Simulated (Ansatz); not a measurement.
**GeO (SMILES [O]=[Ge]) at PBE/STO-3G**

What is the vertical ionisation energy of GeO at PBE/STO-3G? 

Program for the calculation: Ansatz 0.2.0.

69 further runs of the same task are left out: 29 that didn't finish, 40 set aside as unsound or not needed.

**1. The structure to begin with**

The species is GeO (2 atoms), meant as a singlet with charge 0. SMILES: `[O]=[Ge]`. Geometry: a GFN2-xTB relaxation, a rough one for these elements and not checked as a minimum.

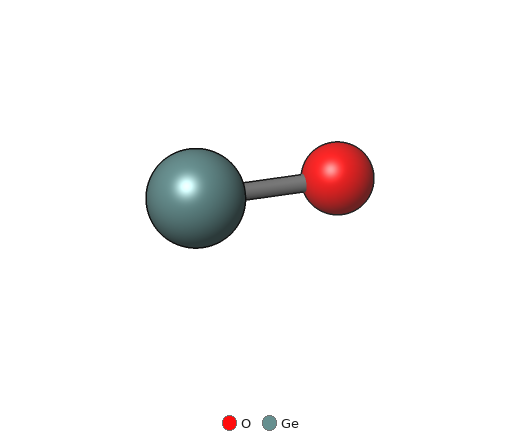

Viewed from a chosen angle; oxygen red, germanium teal.

**2. The energy at PBE/STO-3G**

Contents of molecule.yaml:

```yaml
crystal:
  periodic: [false, false, false]
  atoms:
    - {symbol: O, position_ang: [0.000000, 0.000000, 0.000000]}
    - {symbol: Ge, position_ang: [0.000000, 0.000000, 1.576490]}
basis:
  gaussian: {orbitals: STO-3G}
hamiltonian: {xc: pbe}
accuracy: high
```

The run is started by

```
ansatz run molecule.yaml --threads 1 --pin off --max-ram 2610MiB --events-out events.jsonl --progress --plain --runs-dir runs
```

Log:

```text
Warning: RAYON_NUM_THREADS=1 ignored (pool sized by the plan → 1); use --threads N
Functional definition: PBE
  name "PBE"
  parameter kappa = 0.804
  parameter beta = 0.06672455060314922
  exchange = pbe_x(kappa = kappa, mu = beta*pi^2/3)
  correlation = pbe_c(beta = beta)
303 factors; integrals over basis functions are off by at most 2.6e-8 eV
mean field evaluation 1: about -57634.3143 eV, gradient 2.4e2 eV
mean field evaluation 2: about -57705.7700 eV, gradient 9.8e1 eV
mean field evaluation 4: about -57865.4106 eV, gradient 5.2e1 eV
mean field evaluation 8: about -57867.5767 eV, gradient 4.3e1 eV
mean field evaluation 16: about -57872.5297 eV, gradient 1.3e-2 eV
mean field -57872.52974718 eV, -2126.7762407995 hartree, gradient 3.3e-8 eV, S^2 0.000000; 0 other end points of the search recorded, 0 dependent functions left out
reference -57872.52974851 eV, -2126.7762408482 hartree; 20, 20 occupied and 3, 3 virtual orbitals, 303 factors
Total energy: -57872.52974851 eV, -2126.7762408482 hartree
```

Wall time 0.78 s (1 thread of Arm Neoverse V1, shared host).

**3. The doublet cation**

Changes to molecule.yaml since step 2:

```diff
@@ -6,4 +6,10 @@
 basis:
-  gaussian: {orbitals: STO-3G}
-hamiltonian: {xc: pbe}
+  gaussian:
+    orbitals: STO-3G
+total_charge: 1
+hamiltonian:
+  xc: pbe
 accuracy: high
+magnetization:
+  spin_polarized: true
+  initial_magnetization: 1
```

The run is started by

```
ansatz run molecule.yaml --threads 1 --pin off --max-ram 2610MiB --events-out events.jsonl --progress --plain --runs-dir runs
```

Log, cut to the lines that bear on the results:

```text
Warning: RAYON_NUM_THREADS=1 ignored (pool sized by the plan → 1); use --threads N
[... 6 set-up lines as earlier in the session ...]
303 factors; integrals over basis functions are off by at most 2.6e-8 eV
mean field evaluation 1: about -57492.2011 eV, gradient 1.8e2 eV
mean field evaluation 2: about -57641.1423 eV, gradient 8.8e1 eV
mean field evaluation 4: about -57853.1071 eV, gradient 4.9e1 eV
mean field evaluation 8: about -57864.6221 eV, gradient 6.2e0 eV
mean field evaluation 16: about -57864.8084 eV, gradient 1.6e-3 eV
mean field evaluation 32: about -57810.0324 eV, gradient 5.8e-2 eV
mean field -57864.80840163 eV, -2126.4924865839 hartree, gradient 5.7e-9 eV, S^2 0.751852; 5 other end points of the search recorded, 0 dependent functions left out
reference -57864.80840287 eV, -2126.4924866296 hartree; 20, 19 occupied and 3, 4 virtual orbitals, 303 factors
Total energy: -57864.80840287 eV, -2126.4924866296 hartree
```

Wall time 3.9 s (1 thread of Arm Neoverse V1, shared host); peak memory 0.11 GiB.

**4. Outcome**

Level: PBE/STO-3G.

| quantity | value |
| --- | --- |
| singlet GeO: total energy | -2126.77624 Eh |
| doublet cation: total energy | -2126.49249 Eh |
| doublet cation: ⟨S²⟩ | 0.752 |
| vertical ionisation energy (to the doublet cation) | 7.721 eV |

What this shows: The vertical ionisation energy comes to 7.72 eV (745 kJ/mol). In a minimal basis such a difference can be off by several eV, whatever the method.
